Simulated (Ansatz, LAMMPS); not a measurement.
**Molecular dynamics of glassy 75SiO2-6MgO-12SrO-6Li2O (mol %) (135 atoms)**

Wanted: a short trajectory of glassy 75SiO2-6MgO-12SrO-6Li2O (mol %) (135 atoms) with its pair distributions.

Calculated with Ansatz 0.2.0; Kohn-Sham DFT, PBEsol, PAW (set soft_2), plane waves.

### 1. Set-up

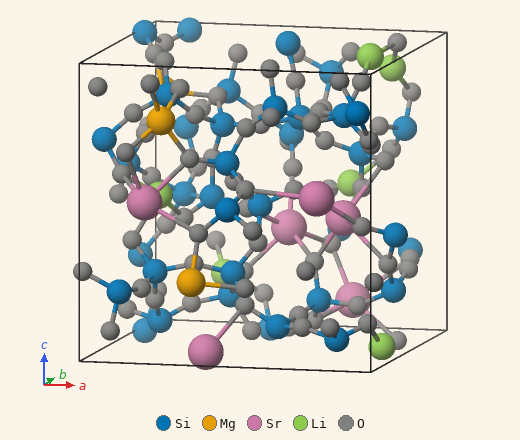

The cell as given, slightly off an axis (silicon blue, magnesium orange, strontium pink, lithium green, oxygen grey). Bonds to atoms that aren't drawn are left out. Some periodic images of atoms are drawn too.

The cell holds 135 atoms: 36 Si, 3 Mg, 6 Sr, 6 Li and 84 O. Cell: a = 12.212 Å, b = 12.212 Å, c = 12.212 Å, α = 90.0°, β = 90.0°, γ = 90.0°. 135 atoms (36 Si, 3 Mg, 6 Sr, 6 Li, 84 O) placed at random at 2.58 g/cm³, melted at 4000 K for 10 ps at fixed volume with the Morse and Coulomb pair potential with partial charges (Pedone, Malavasi, Menziani, Cormack and Segre, J. Phys. Chem. B 110, 11780 (2006)). Quenched from 4000 K to 300 K at 50 K/ps and fixed volume, held 10 ps at zero pressure.

What the set-up can't give: The quench rate of 50 K/ps far exceeds what a furnace or splat quench reaches, so expect more defects and frozen-in strain than in a real sample. The network of bonds at the start is that of the classical potential that made the cell, and needn't be the one that DFT or experiment would give. Sampling is at Γ alone, for a cell whose shortest periodic width is 12 Å.

### 2. Single point at the start

The forces at the start show how far the geometry lies from a minimum of this functional.

The input, input.yaml:

```yaml
crystal:
  lattice:
    - [12.21205, 0.0, 0.0]
    - [0.0, 12.21205, 0.0]
    - [0.0, 0.0, 12.21205]
  atoms:
    - { symbol: Si, position: [0.35446, 0.52592, 0.73302] }
    - { symbol: Si, position: [0.60801, 0.27835, 0.09948] }
    - { symbol: Si, position: [0.31073, 0.76509, 0.81055] }
    - { symbol: Si, position: [0.01104, 0.75862, 0.25191] }
    [... 125 atom lines left out ...]
    - { symbol: O, position: [0.6939, 0.91132, 0.93564] }
    - { symbol: O, position: [0.96103, 0.64454, 0.2545] }
    - { symbol: O, position: [0.04206, 0.07989, 0.9119] }
    - { symbol: O, position: [0.62309, 0.43695, 0.53719] }
    - { symbol: O, position: [0.64789, 0.40182, 0.1215] }
    - { symbol: O, position: [0.31185, 0.55555, 0.61574] }
kpoints:
  mp_grid: { grid: [1, 1, 1] }
hamiltonian:
  xc: pbesol
scf:
  occupations: { method: fixed }
output:
  forces: true
  stress: true
```

The run is started by

```bash
$ ansatz run input.yaml --threads 4 --pin off --max-ram 8192MiB --backend cpu --events-out ev --progress --plain --runs-dir out
```

The job ended after 31 s (4 threads of Arm Neoverse V1, shared host; peak memory 2.6 GiB; 2 min of CPU time).

Read from the output:

```yaml
free_energy: -97537.3440 eV
free_energy_per_atom: -722.4988 eV/atom
scf_cycles: 10
pressure: 1.508 GPa
r_m_s_force_component: 1.41 eV/Å
longest_force: 5.602 eV/Å
fermi_energy: 4.363 eV
```

The r.m.s. force component of 1.4 eV/Å and the pressure of 1.5 GPa set the starting point.

Neighbours are counted within 2.12 Å (O-Si), 2.58 Å (O-Li), 3.12 Å (O-Sr), 2.42 Å (O-Mg).

Length of the force by element and coordination:

```tsv
element	coordination	atoms	mean length of the force (eV/Å)	spread	least	most
Li	all	6	0.703	0.267	0.446	1.22
Li	3	3	0.614	0.180	0.446	0.864
Li	4	3	0.792	0.306	0.500	1.22
Mg	all	3	1.44	0.267	1.15	1.80
O	all	84	1.98	1.20	0.412	5.28
O	2	46	1.63	1.04	0.412	4.94
O	3	35	2.46	1.27	0.717	5.28
O	4	3	1.61	0.299	1.32	2.02
Si	all	36	2.82	1.25	0.957	5.60
Sr	all	6	0.880	0.203	0.648	1.23
Sr	3	1	0.760	0	0.760	0.760
Sr	5	2	0.743	0.0949	0.648	0.838
Sr	6	2	1.15	0.0882	1.06	1.23
Sr	7	1	0.743	0	0.743	0.743
```

### 3. Dynamics started at 400 K

A Nosé–Hoover thermostat steers the temperature while disturbing the dynamics little. The time step is 1.0 fs.

input.yaml, as its differences from that of step 2:

```diff
@@ -16 +16,8 @@
   stress: true
+md:
+  timestep: 1.0
+  n_steps: 136
+  ensemble: nvt_nose_hoover
+  temperature: 400
+  initial_velocities: maxwell_boltzmann
+  seed: 7408
```

The job ended after 39 min (4 threads; peak memory 2.8 GiB).

The program notes that the SCF threshold is loose for the stress and it switched symmetry off.

Rows from the run:

```tsv
time (fs)	T (K)	potential (meV/atom)	conserved (meV/atom)
0.0	400	0.0	0.00
9.0	582	-23.6	-0.16
18.0	499	-13.4	-0.07
27.0	500	-14.3	-0.13
36.0	493	-14.3	-0.10
45.0	516	-18.6	-0.08
54.0	566	-26.6	-0.13
63.0	479	-17.2	-0.10
73.0	493	-20.9	-0.15
82.0	504	-23.7	-0.10
91.0	537	-29.6	-0.15
100.0	442	-18.5	-0.10
109.0	500	-27.2	-0.13
118.0	525	-31.4	-0.12
127.0	540	-34.8	-0.16
136.0	490	-29.7	-0.12
```

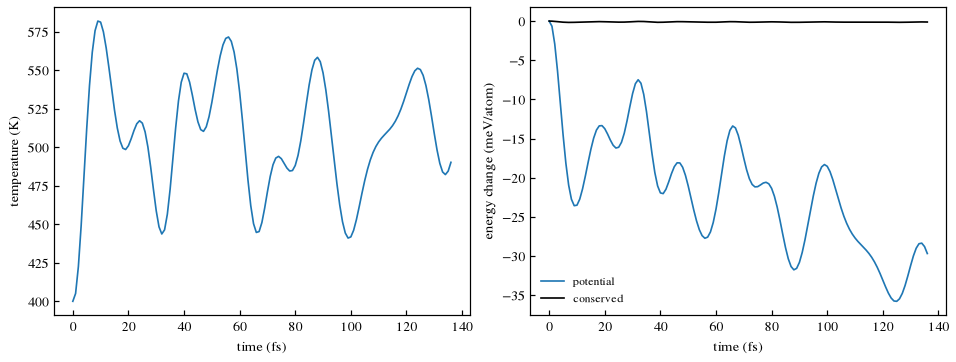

Temperature and energies against time.

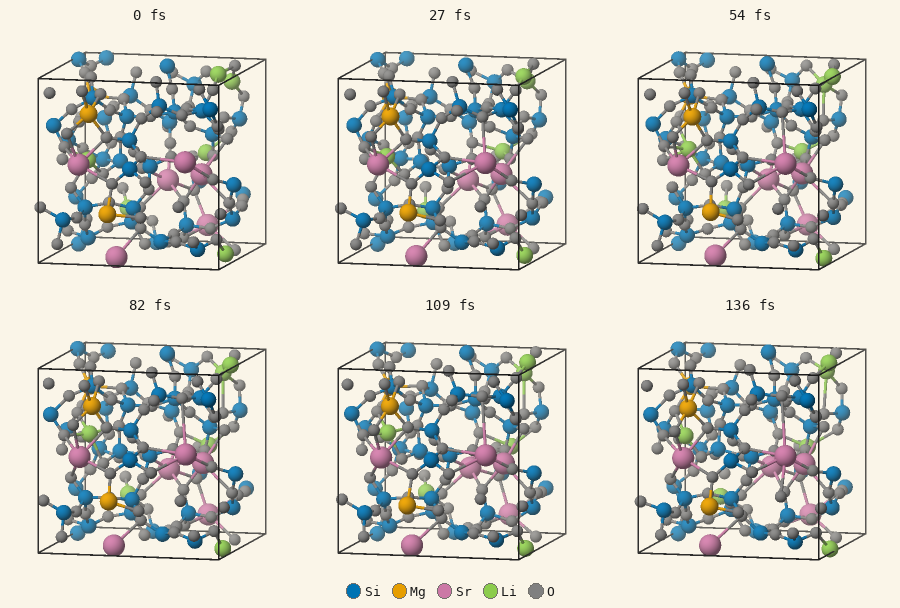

6 frames of the run. Bonds to atoms that aren't drawn are left out.

Mean square displacement from the first frame to the last: Si 0.049 Å², Mg 0.17 Å², Sr 0.11 Å², Li 0.39 Å², O 0.13 Å².

Table of mean square displacement by time lag:

```tsv
time lag (fs)	Li (Å²)	Mg (Å²)	O (Å²)	Si (Å²)	Sr (Å²)
1.0	1.8e-4	5.0e-5	7.8e-5	4.8e-5	1.1e-5
6.0	0.00645	0.00179	0.00270	0.00167	4.1e-4
12.0	0.0251	0.00695	0.00963	0.00584	0.00162
20.0	0.0648	0.0179	0.0212	0.0120	0.00438
26.0	0.101	0.0280	0.0296	0.0154	0.00723
31.0	0.133	0.0369	0.0363	0.0173	0.0101
37.0	0.170	0.0476	0.0443	0.0190	0.0139
42.0	0.198	0.0561	0.0508	0.0205	0.0175
48.0	0.230	0.0654	0.0577	0.0225	0.0222
56.0	0.266	0.0755	0.0648	0.0258	0.0291
62.0	0.287	0.0811	0.0695	0.0286	0.0347
68.0	0.302	0.0851	0.0748	0.0315	0.0406
```

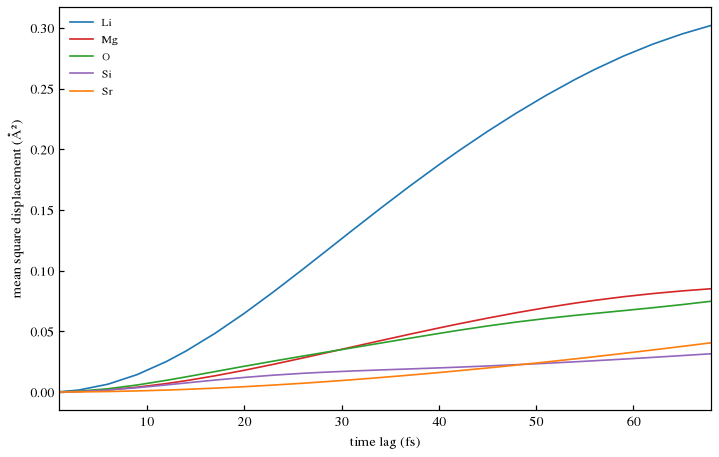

Mean square displacement, plotted against time lag.

Over the second half of 136 fs the temperature averages 503 K with swings of 32 K r.m.s. The conserved energy stays within 0.17 meV/atom. From first frame to last Li has the largest mean square displacement, 0.39 Å² at the end; the farthest move is 0.98 Å. The mean temperature of 503 K lies well off the 400 K of the input, so the thermostat hasn't yet brought the run to equilibrium. The run spans 0.14 ps, too short for its means to be equilibrium values.

### 4. Distances and neighbours late in the run

The g(r) is a mean over the second half; what follows it is taken at the last frame.

Bonds before and after, by the cutoffs listed below:

```tsv
pair	bonds before	bonds after	mean before (Å)	mean after (Å)	spread before (Å)	spread after (Å)
O-Si	144	144	1.619	1.635	0.052	0.051
O-Sr	32	36	2.688	2.638	0.172	0.212
O-Mg	12	11	2.078	2.048	0.104	0.094
```

Density 2.73 g/cm³, 13.49 Å³ an atom.

Mean of 15 frames. g(r), total and by pair (bins of 0.2 Å):

```tsv
r (Å)	total	O-O	O-Si	O-Li	O-Sr	O-Mg	Si-Si
1.50	1.01	0.00	3.04	0.00	0.00	0.00	0.00
1.70	3.29	0.00	9.77	0.80	0.00	0.18	0.00
1.90	0.23	0.00	0.02	2.24	0.00	3.49	0.00
2.10	0.23	0.00	0.00	2.23	0.00	3.90	0.00
2.30	0.17	0.02	0.00	1.44	1.26	0.40	0.00
2.50	0.94	1.89	0.00	0.83	2.67	0.35	0.00
2.70	1.73	3.88	0.04	0.97	1.79	0.45	0.01
2.90	0.81	1.25	0.08	0.65	1.55	0.28	1.23
3.10	0.86	0.67	0.26	0.80	0.29	0.55	4.23
3.30	0.84	0.71	0.69	0.87	0.68	0.48	1.48
3.50	0.87	0.75	1.15	0.77	0.71	1.01	0.00
3.70	1.03	0.66	1.47	1.40	0.73	1.37	0.33
3.90	1.09	0.66	1.64	1.09	1.00	1.40	0.63
4.10	1.21	0.77	1.88	1.24	1.17	1.09	0.91
4.30	1.12	0.71	1.64	1.15	0.85	1.30	1.00
4.50	0.93	0.92	0.82	1.27	0.86	1.82	0.89
4.70	0.99	1.25	0.62	0.83	1.53	1.05	1.27
4.90	1.08	1.46	0.69	0.87	1.52	0.85	1.15
5.10	1.12	1.46	0.77	0.75	1.29	0.51	1.42
5.30	1.00	1.25	0.71	0.93	0.95	0.53	1.19
5.50	0.91	0.95	0.92	1.14	0.86	0.89	0.74
5.70	0.92	0.85	0.92	1.08	0.94	1.06	1.22
5.90	0.94	0.80	1.07	0.87	0.82	1.31	0.83
```

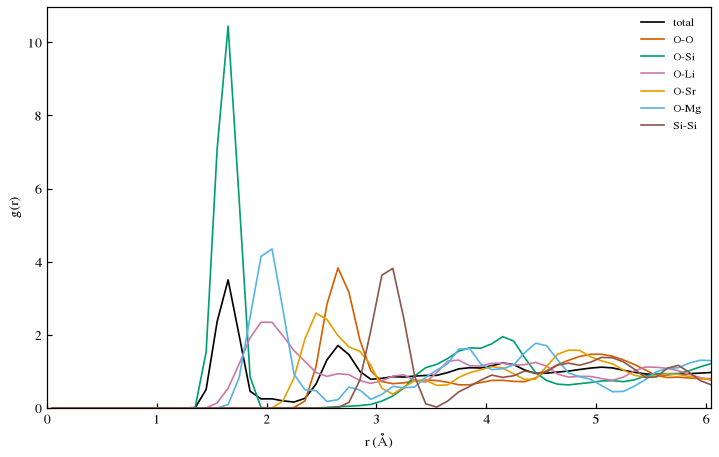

Pair distribution functions, lightly smoothed.

Bonds by pair of elements; cutoffs follow the first minimum of g(r), held within bounds set by covalent radii, and pairs that aren't listed don't count as bonded:

```tsv
pair A-B	cutoff (Å)	bonds	mean length (Å)	spread (Å)	shortest (Å)	B about A	A about B
O-Si	2.12	144	1.64	0.051	1.50	1.71	4
O-Li	2.52	22	2.13	0.228	1.79	0.262	3.67
O-Sr	3.05	36	2.64	0.212	2.23	0.429	6
O-Mg	2.42	11	2.05	0.094	1.92	0.131	3.67
```

The cutoff for O-Li falls short of the minimum of g(r), so counts run low and odd coordinations can be artefacts.

How many atoms have how many bonded neighbours:

```tsv
element	mean	2	3	4	5	6	7
Li	3.67	0	3	2	1	0	0
Mg	3.67	0	1	2	0	0	0
O	2.54	45	33	6	0	0	0
Si	4	0	0	36	0	0	0
Sr	6	0	0	0	2	2	2
```

Bond angles (no mean is given where the spread exceeds 20°):

```tsv
angle	count	mean (°)	spread (°)
O-Si-O	216	109	6.7
O-Sr-O	92	-	-
Si-O-Si	60	145	13
Si-O-Sr	50	-	-
O-Li-O	31	-	-
```

Oxygen atoms by the number of network formers (Si, P, Ge, B, Al, As, Ga) bound to them:

```tsv
network formers bound to O	O atoms	per cent
0	0	0
1	24	28.6
2	60	71.4
```

Network units: each former by its oxygen neighbours and how many of them bridge to another former:

```tsv
former	O neighbours	bridging O	atoms
Si	4	2	2
Si	4	3	20
Si	4	4	14
```

Bond length by coordination (bonds to H left out):

```tsv
element	coordination	atoms	mean bond length (Å)
Li	3	3	2.11
Li	4	2	2.13
Li	5	1	2.19
Mg	3	1	2.04
Mg	4	2	2.05
O	2	45	1.65
O	3	33	2.02
O	4	6	2.13
Sr	5	2	2.65
Sr	6	2	2.66
Sr	7	2	2.61
```

Rings of the network by King's shortest-path rule, up to 12 atoms, one path for each pair of neighbours; H, halogens, alkali and alkaline-earth atoms are left out, and the last column divides by all other atoms, bonded or not:

```tsv
ring size (atoms)	rings	per network atom
8	3	0.025
10	8	0.067
12	5	0.042
```

For some of the pairs, g(r) has its first main peak near 2.7 Å (O-O), 1.6 Å (O-Si), 2.0 Å (O-Li), 2.4 Å (O-Sr), 2.0 Å (O-Mg) and 3.1 Å (Si-Si). The O-Si-O angle averages 109° with a spread of 7°. 71 % of the oxygens bridge two formers (Si) and 29 % are non-bridging. The commonest Si unit has 4 oxygens, 3 of them shared with other formers (20 of 36 atoms). Rings of 10 atoms are the most common (50 % of those counted); sizes run from 8 to 12, where the search stops.

### 5. Single point at the last frame

The last frame is solved again with fuller output, to read the electronic structure of a thermally displaced geometry.

The input, input.yaml:

```yaml
crystal:
  lattice:
    - [12.21205, 0.0, 0.0]
    - [0.0, 12.21205, 0.0]
    - [0.0, 0.0, 12.21205]
  atoms:
    - { symbol: Si, position: [0.35695, 0.52719, 0.73957] }
    - { symbol: Si, position: [0.60524, 0.28167, 0.09114] }
    - { symbol: Si, position: [0.31671, 0.76615, 0.79909] }
    - { symbol: Si, position: [4.0e-05, 0.76249, 0.25407] }
    [... 125 atom lines left out ...]
    - { symbol: O, position: [0.68848, 0.92555, 0.95254] }
    - { symbol: O, position: [0.94819, 0.63821, 0.26872] }
    - { symbol: O, position: [0.03442, 0.0516, 0.90017] }
    - { symbol: O, position: [0.64218, 0.42875, 0.51734] }
    - { symbol: O, position: [0.63908, 0.41176, 0.09287] }
    - { symbol: O, position: [0.30537, 0.57084, 0.62884] }
kpoints:
  mp_grid: { grid: [1, 1, 1] }
hamiltonian:
  xc: pbesol
scf:
  occupations: { method: fixed }
output:
  forces: true
  stress: true
  populations: true
  dos:
    method: { smearing: { sigma: 0.1 } }
    de: 0.1
    projected: { site_lists: { Li: [Li], Mg: [Mg], O: [O], Si: [Si], Sr: [Sr] } }
  eigenvalues: true
  write_density: true
  write_potential: true
  volumetric_format: npy
  elf: true
```

The job ended after 52 s (4 threads; peak memory 2.8 GiB; 3.3 min of CPU time).

Read from the output:

* free energy: -97541.3522 eV
* free energy per atom: -722.5285 eV/atom
* SCF cycles: 10
* pressure: -1.004 GPa
* r.m.s. force component: 1.139 eV/Å
* longest force: 5.032 eV/Å
* Fermi energy: 4.564 eV
* gap (highest filled to lowest empty level): 2.773 eV
* spilling of the projection: 0.01318

Length of the force by element:

```tsv
element	coordination	atoms	mean length of the force (eV/Å)	spread	least	most
Li	all	6	0.639	0.324	0.280	1.17
Mg	all	3	0.766	0.132	0.609	0.930
O	all	84	1.65	0.883	0.0464	4.49
Si	all	36	2.26	1.06	0.476	5.03
Sr	all	6	0.666	0.162	0.462	0.919
```

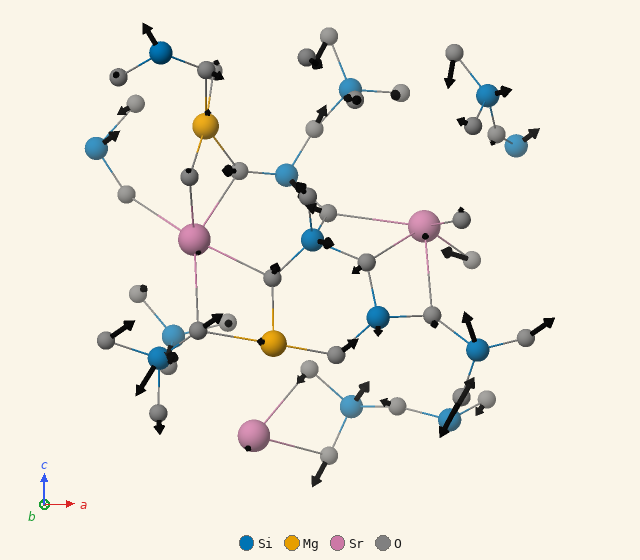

Forces as arrows; the longest in the cell is 5.03 eV/Å. Drawn is a slice 4 Å thick, seen along the normal of the ac plane. Bonds to atoms that aren't drawn are left out.

Löwdin charges by element (they lack the spilled electrons, 0.074 e an atom on average):

```tsv
element	coordination	atoms	mean charge (e)	spread	least	most
Li	all	6	0.787	0.0081	0.776	0.799
Mg	all	3	1.64	0.0097	1.63	1.65
O	all	84	-0.845	0.0901	-1.04	-0.746
Si	all	36	1.68	0.0518	1.50	1.76
Sr	all	6	1.81	0.0133	1.78	1.82
```

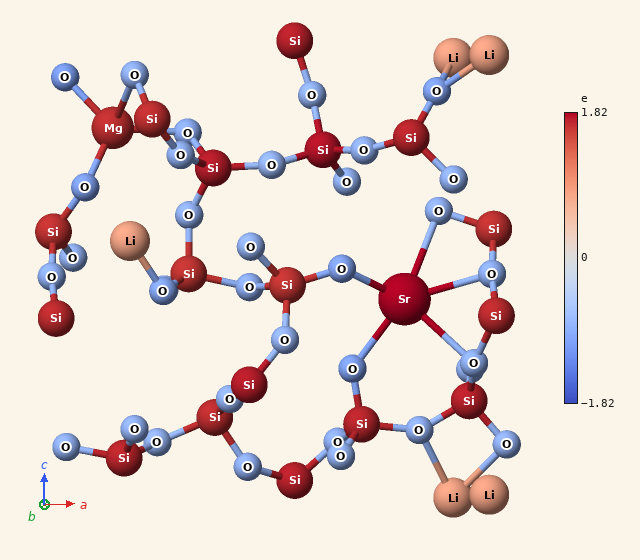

Atoms coloured by Löwdin charge. Drawn is a slice 4 Å thick, seen along the normal of the ac plane. Bonds to atoms that aren't drawn are left out.

Density of states as counts of states in windows of 1 eV (from the Fermi level), total and the larger projections:

```tsv
from (eV)	to (eV)	total	O p	Si p	O s	Sr p
-18	-17	27.7	0.4	3.5	20.9	1.5
-17	-16	17.8	0.3	0.6	4.3	12.2
-16	-15	15.4	0.4	0.4	2.3	12.1
-15	-14	9.5	0.3	0.1	0.7	8.3
-14	-12	0.0	0.0	0.0	0.0	0.0
-12	-11	2.2	1.5	0.1	0.1	0.0
-11	-10	14.5	9.6	0.8	0.7	0.0
-10	-9	17.8	12.1	1.5	0.9	0.0
-9	-8	25.8	18.4	3.4	1.0	0.0
-8	-7	38.4	29.2	7.2	0.6	0.0
-7	-6	23.9	18.5	4.2	0.4	0.0
-6	-5	57.6	46.8	5.7	2.8	0.1
-5	-4	82.6	72.0	5.0	2.6	0.1
-4	-3	91.9	84.4	3.0	1.5	0.2
-3	-2	85.3	80.4	1.8	0.8	0.1
-2	-1	55.6	52.8	1.1	0.3	0.1
-1	0	7.8	7.3	0.3	0.0	0.0
0	1	0.6	0.6	0.0	0.0	0.0
1	2	0.0	0.0	0.0	0.0	0.0
2	3	2.0	0.1	0.1	0.5	0.0
3	4	3.3	0.3	0.3	0.4	0.0
4	5	21.3	2.1	3.8	2.6	0.0
```

With fixed occupations the program's Fermi level is the highest filled level; weight inside the gap is the broadening of levels at its edges.

Between -26 and -18 eV lie 134 more states.

About 49 of the 756 electrons lie in deeper levels, below the stored range.

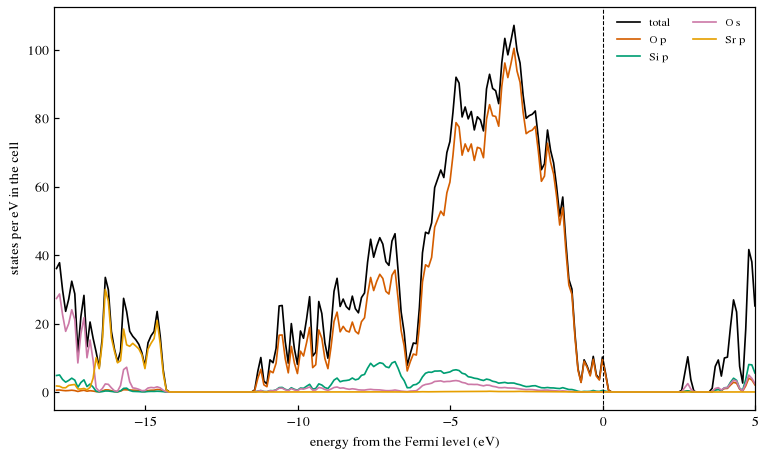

Total and projected density of states, with the broadening of the input.

The levels nearest the highest filled one (over half full), pooled over k-points and spins:

```tsv
level less the highest filled one (eV)	occupation
-1.06	2
-1.02	2
-0.892	2
-0.580	2
-0.310	2
0	2
2.77	0
3.75	0
4.01	0
4.22	0
4.24	0
4.37	0
```

Mean Löwdin charges: Li +0.79, Mg +1.64, O -0.85, Si +1.68, Sr +1.81 e (they miss 1.3 % of the electrons, so they add up to more than the cell's charge).

### 6. Results

```json
{"mean temperature, second half": "502.5 K", "temperature swing, second half": "31.7 K", "mean pressure, second half": "-1.609 GPa", "slope of the conserved energy against time, by least squares": "-0.2762 meV/atom/ps", "free energy per atom": "-722.5285 eV/atom", "pressure": "-1.004 GPa", "r.m.s. force component": "1.139 eV/Å", "gap (highest filled to lowest empty level)": "2.773 eV", "wall time of the 3 DFT runs": "40 min"}
```

What this shows: Over the second half of 136 fs the temperature averages 503 K with swings of 32 K r.m.s. The conserved energy stays within 0.17 meV/atom. The mean temperature of 503 K lies well off the 400 K of the input, so the thermostat hasn't yet brought the run to equilibrium. The run spans 0.14 ps, too short for its means to be equilibrium values. 71 % of the oxygens bridge two formers (Si) and 29 % are non-bridging. Between filled and empty levels lie 2.77 eV (at Γ alone); a semilocal functional tends to put such gaps too low. In a disordered cell it changes from sample to sample, and tail or defect levels can set it.

What to keep in mind: The pressure of a single frame lacks the kinetic term, about 0.51 GPa here.

[Logs are printed without paths, hosts, clocks, repeated set-up lines and the standing remarks that a program may print on its own settings, such as how far it seeks lower states.]

[Hosts, paths, dates, database ids (printed as entryN), source tags and the programs' standing remarks are cut or masked in the printed files.]
